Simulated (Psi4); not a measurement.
**A workflow on H3O+ (oxonium)**

Wanted: a geometry optimisation (r2SCAN-3c/def2-mTZVPP), then vibrational wavenumbers, then a single-point energy (MP2/def2-TZVPP) of H3O+ (oxonium). 

The calculation is run with Psi4 1.11.

## Step 1: The molecule

H3O+ has 4 atoms, charge +1, and is taken as a singlet. SMILES: `[OH3+]`. The shape is that of a PBE0-D4/def2-TZVP optimisation. The run starts from this shape.

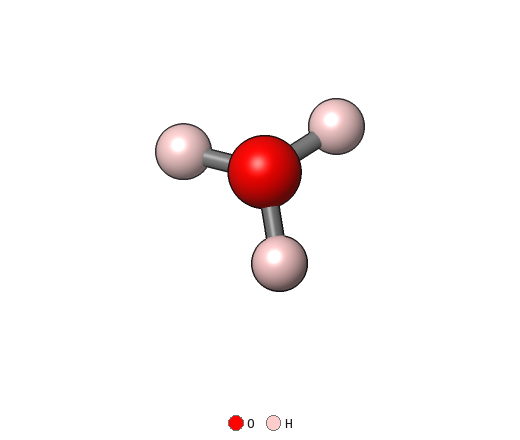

The structure, seen from a chosen angle (oxygen red, hydrogen pink).

## Step 2: A geometry optimisation at r2SCAN-3c/def2-mTZVPP (density fitting) (run 1)

The input, job.inp:

```
memory 1600 mb

molecule molecule1 {
  1 1
  O
  H 1 0.978205
  H 1 0.978205 2 113.02582
  H 1 0.978188 2 113.01489 3 -129.94022
}

set geom_maxiter 60

optimize('r2scan-3c')
```

Launch:

```console
$ psi4 job.inp job.out -n 1
```

job.out:

```text
[...]
  Running in c1 symmetry.
[...]
  Nuclear repulsion =   13.956305618847713
[...]
  Multiplicity = 1
[...]
  Nalpha       = 5
  Nbeta        = 5
[...]
    Number of basis functions: 39
[...]
   @DF-RKS iter   1:   -76.62593574778283    2.37971e-01   1.21198e-02 DIIS/ADIIS
[...]
   @DF-RKS iter   5:   -76.69179430335083   -6.22293e-11   9.55224e-09 DIIS
[...]
    Orbital Energies [Eh]
    ---------------------
    Doubly Occupied:
       1A    -19.388332     2A     -1.414678     3A     -0.900354
       4A     -0.900350     5A     -0.703346
[...]
  @DF-RKS Final Energy:   -76.69179430335083
   => Energetics <=
    Nuclear Repulsion Energy =             13.9222105314130786
    One-Electron Energy =                -128.5378165431894217
    Two-Electron Energy =                  47.3030982499034351
    DFT Exchange-Correlation Energy =      -9.3827170627096557
    Empirical Dispersion Energy =           0.0034305212317544
    VV10 Nonlocal Energy =                  0.0000000000000000
    Total Energy =                        -76.6917943033508323
[...]
  -Total Gradient:
     Atom            X                  Y                   Z
    ------   -----------------  -----------------  -----------------
       1        0.000170212772    -0.000088726801    -0.000061680887
       2        0.000125513092    -0.000061470749     0.000082681775
       3        0.000127087287     0.000053563195    -0.000088360865
       4        0.000030681395    -0.000135595916    -0.000090408036
[...]
    Final optimized geometry and variables:
    Molecular point group: c1
    Full point group: C1
    Geometry (in Angstrom), charge = 1, multiplicity = 1:
    O
    H             1    0.981022
    H             1    0.981022      2  111.945876
    H             1    0.981025      2  111.947442      3 -126.642158
    Psi4 run time: 0:00:10.86
[...]
```

Standard output:

```text
Optimizer: Optimization complete!
```

It took 12 s on 1 thread of Intel Xeon 6975P-C (Granite Rapids), shared host; peak memory 0.49 GiB.

Steps, from the record of the run:

```csv
step,energy from the first frame kept (eV),largest force (eV/Å)
0,0.0000,0.1789
1,-0.0011,0.0987
2,-0.0020,0.0245
3,-0.0021,0.0104
```

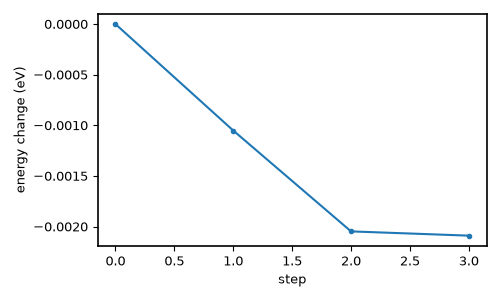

Energy along the run.

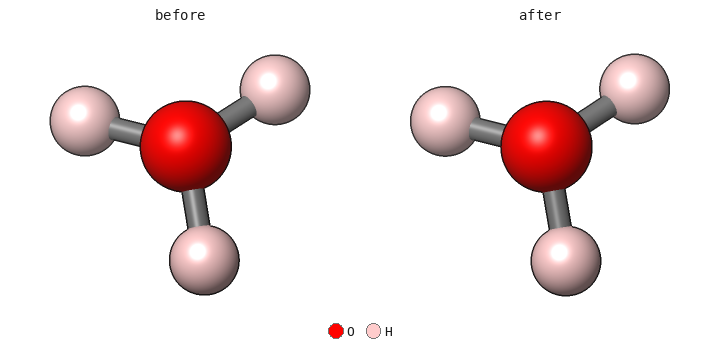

Before and after, at one scale.

After the run. Bond lengths: O1–H2 0.981 Å, O1–H3 0.981 Å, O1–H4 0.981 Å. Angles: H2–O1–H3 111.9°, H2–O1–H4 111.9°, H3–O1–H4 111.9°.

## Step 3: The harmonic vibrations at r2SCAN-3c/def2-mTZVPP (density fitting) (run 2)

The input, job.in:

```
memory 1600 MB

molecule m {
  1 1
  O      0.34965980    -0.11088346    -0.09908401
  H      0.41995195     1.73717042     0.02959689
  H     -0.77745034    -0.66817881    -1.46138190
  H     -0.07822521    -0.90254076     1.52172464
  units bohr
}

set globals {
  t 298.15
  rotational_symmetry_number 3
}

result, w = frequency("r2scan-3c", return_wfn=True)
```

Launch:

```console
$ psi4 -i job.in -o job.out -n 1
```

job.out:

```text
[...]
  Running in c1 symmetry.
[...]
  Nuclear repulsion =   13.922209202829968
[...]
  Multiplicity = 1
[...]
  Nalpha       = 5
  Nbeta        = 5
[...]
    Number of basis functions: 39
[...]
   @DF-RKS iter   1:   -76.62630502425735    2.34990e-01   1.20635e-02 ADIIS/DIIS
[...]
   @DF-RKS iter   8:   -76.69179121258462   -8.52651e-13   3.96528e-09 DIIS
[...]
  @DF-RKS Final Energy:   -76.69179121258462
   => Energetics <=
    Nuclear Repulsion Energy =             13.9365029925346331
    One-Electron Energy =                -128.5608917064033676
    Two-Electron Energy =                  47.3131733706422182
    DFT Exchange-Correlation Energy =      -9.3840026926523059
    Empirical Dispersion Energy =           0.0034268232942108
    VV10 Nonlocal Energy =                  0.0000000000000000
    Total Energy =                        -76.6917912125846186
[...]
  -Total Gradient:
     Atom            X                  Y                   Z
    ------   -----------------  -----------------  -----------------
       1       -0.000681839259    -0.000857940236     0.000324022946
       2        0.000140183894     0.000073935401    -0.000052938453
       3        0.000728972254     0.000188181002     0.000923181141
       4        0.000305904001     0.000421464158    -0.001324279737
[...]
  ==> Harmonic Vibrational Analysis <==
[...]
  Freq [cm^-1]                 852.4762           1674.7461           1674.7816
[...]
  IR activ [km/mol]            434.4702            100.1672            100.1707
[...]
  Freq [cm^-1]                3566.4582           3673.0999           3673.1497
[...]
  IR activ [km/mol]            29.1785             459.8353            459.8532
[...]
  Total E_0, Enthalpy at 0 [K]                                                          -76.65736046 [Eh]
[...]
```

Run time: 47 s. Hardware: 1 thread of Intel Xeon 6975P-C (Granite Rapids), shared host; peak memory 0.47 GiB.

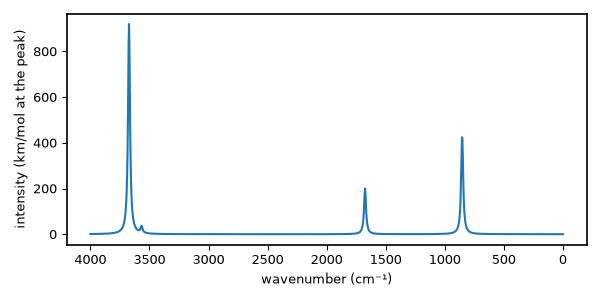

Harmonic infrared spectrum, unscaled, lines broadened by 10 cm⁻¹.

## Step 4: A single-point energy at MP2/def2-TZVPP (density fitting, density fitting for correlation) (run 3)

The input, h3o.xyz:

```xyz
4
H3O
O      0.185032    -0.058677    -0.052433
H      0.222229     0.919271     0.015662
H     -0.411409    -0.353585    -0.773330
H     -0.041395    -0.477604     0.805262
```

The input, calc.py:

```python
import psi4

psi4.set_memory(1600000000)
psi4.set_num_threads(1)
psi4.core.set_output_file('output.dat', False)

with open('h3o.xyz') as f:
    atoms = ''.join(f.readlines()[2:])
molecule = psi4.geometry('1 1\n' + atoms + 'symmetry c1')

psi4.set_options({
    'basis': 'def2-TZVPP',
    'reference': 'rhf',
    'num_frozen_docc': 1,
})

energy_value, wavefunction = psi4.energy("mp2", return_wfn=True)
print('E =', round(energy_value, 9))
```

Launch:

```console
$ python calc.py
```

output.dat:

```text
[...]
  Running in c1 symmetry.
[...]
  Nuclear repulsion =   13.922209182740199
[...]
  Multiplicity = 1
[...]
  Nalpha       = 5
  Nbeta        = 5
[...]
    Number of basis functions: 73
[...]
   @DF-RHF iter   1:   -76.30172564741378    2.74224e-02   4.00573e-03 DIIS/ADIIS
[...]
   @DF-RHF iter   9:   -76.34270830843717   -4.10694e-12   6.87943e-09 DIIS
[...]
    Orbital Energies [Eh]
    ---------------------
    Doubly Occupied:
       1A    -21.000016     2A     -1.797389     3A     -1.131249
       4A     -1.131245     5A     -0.953686
[...]
  @DF-RHF Final Energy:   -76.34270830843717
   => Energetics <=
    Nuclear Repulsion Energy =             13.9222091827401986
    One-Electron Energy =                -128.5026650333571183
    Two-Electron Energy =                  38.2377475421797399
    Total Energy =                        -76.3427083084371816
[...]
 Multipole Moments:
 ------------------------------------------------------------------------------------
     Multipole            Electronic (a.u.)      Nuclear  (a.u.)        Total (a.u.)
 ------------------------------------------------------------------------------------
 L = 1.  Multiply by 2.5417464519 to convert [e a0] to [Debye]
 Dipole X            :         -0.0022315           -0.6192496           -0.6214811
 Dipole Y            :          0.0007464            0.2081684            0.2089148
 Dipole Z            :          0.0005855            0.1614924            0.1620779
 Magnitude           :                                                    0.6753913
[...]
```

On the terminal:

```text
E = -76.598261492
```

Run time: 1.4 s. Hardware: 1 thread of Intel Xeon 6975P-C (Granite Rapids), shared host; peak memory 0.2 GiB.

## Step 5: What came out

```
                                                                               quantity             value
                                  run 1, r2SCAN-3c/def2-mTZVPP: total energy at the end      -76.69179 Eh
                                              run 1, r2SCAN-3c/def2-mTZVPP: HOMO energy         -19.14 eV
                                              run 1, r2SCAN-3c/def2-mTZVPP: LUMO energy          -6.73 eV
                                            run 1, r2SCAN-3c/def2-mTZVPP: HOMO–LUMO gap          12.41 eV
                               run 2, r2SCAN-3c/def2-mTZVPP: lowest harmonic wavenumber          852 cm⁻¹
                              run 2, r2SCAN-3c/def2-mTZVPP: highest harmonic wavenumber         3673 cm⁻¹
                                        run 2, r2SCAN-3c/def2-mTZVPP: zero-point energy       90.4 kJ/mol
run 2, r2SCAN-3c/def2-mTZVPP: ideal-gas entropy at 298.15 K (symmetry number 3 as used)  46.2 cal/(mol K)
                                                    run 3, MP2/def2-TZVPP: total energy      -76.59826 Eh
                             run 3, MP2/def2-TZVPP: HOMO energy (Hartree–Fock orbitals)         -25.95 eV
                             run 3, MP2/def2-TZVPP: LUMO energy (Hartree–Fock orbitals)          -4.13 eV
                           run 3, MP2/def2-TZVPP: HOMO–LUMO gap (Hartree–Fock orbitals)          21.83 eV
                      run 3, MP2/def2-TZVPP: correlation energy (1 core orbital frozen)        -255.6 mEh
```

The optimisation (run 1, r2SCAN-3c/def2-mTZVPP) took 4 steps and changed the energy by -0.002 eV. All 6 modes (run 2, r2SCAN-3c/def2-mTZVPP) are real, so the shape is a minimum at this level.
